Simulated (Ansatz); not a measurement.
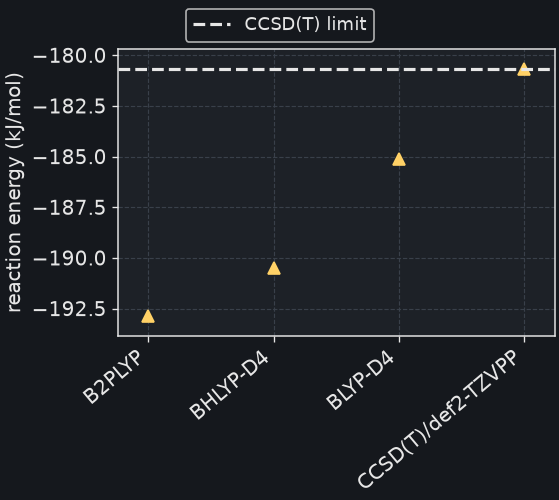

Electronic reaction energy of AlSiPH₆ ([SiH3][AlH][PH2]) + HF (F) → AlPH₃F ([F][AlH][PH2]) + SiH₄ ([SiH4]) (SMILES in brackets) at several levels (functionals in def2-TZVPP unless a basis is named), isolated molecules at PBE0-D4 triple-zeta geometries, minima by their frequencies, no zero-point or thermal terms, the Ansatz code 0.2.0. The line is frozen-core CCSD(T) at the basis limit (MP2 extrapolated from triple and quadruple zeta, plus CCSD(T) less MP2 in a smaller set). B2PLYP holds a correlation term that converges slowly with the basis, so part of the distance to the limit is basis error. No dispersion term is added to B2PLYP. The distance of CCSD(T)/def2-TZVPP to the limit includes basis error.

Question: What do zero-point energy and temperature add?

Answer: Zero-point change −0.4 kJ/mol; at 298.15 K and 1 bar the CCSD(T) limit plus thermal terms gives an enthalpy of reaction of −184.6 and a free energy of −178.8 kJ/mol (harmonic PBE0-D4 modes, ideal gas).

Question: Give the values.

Answer:
```csv
level,kJ/mol,less CCSD(T) limit
B2PLYP,−192.9,−12.2
BHLYP-D4,−190.5,−9.8
BLYP-D4,−185.1,−4.4
CCSD(T)/def2-TZVPP,−180.7,0.0
CCSD(T) limit,−180.7,0.0
```
